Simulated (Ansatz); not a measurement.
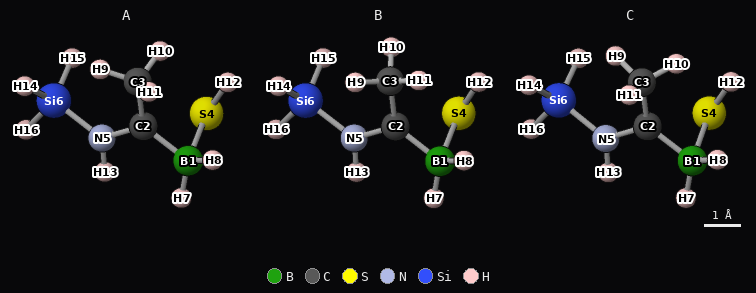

3 geometries from a converged minimum-energy path of C₂H₁₀BNSSi, shuffled. A ball-and-stick model, seen at a tilt.

All numbers below come from RKS PBE/STO-3G in Ansatz. Run with 9 movable images; climbing image; force threshold 0.05 eV/Å; iteration limit 30; starting path through a guess of the saddle point.

### One of them is the converged climbing image. Which?

A. In order along the path, whose images run from 0 to 10: B (image 2, +3.6 kJ/mol), A (image 5, +10.7 kJ/mol), C (image 8, +3.2 kJ/mol). The motion is a rotation about the C2–C3 bond by about 120°. No bond forms or breaks between the ends. Among the angles between lasting bonds that change up to the highest image: C2–C3–H9 108.7° → 111.3°.

Limits of the set-up: STO-3G is a minimal basis, so the numbers are rough.
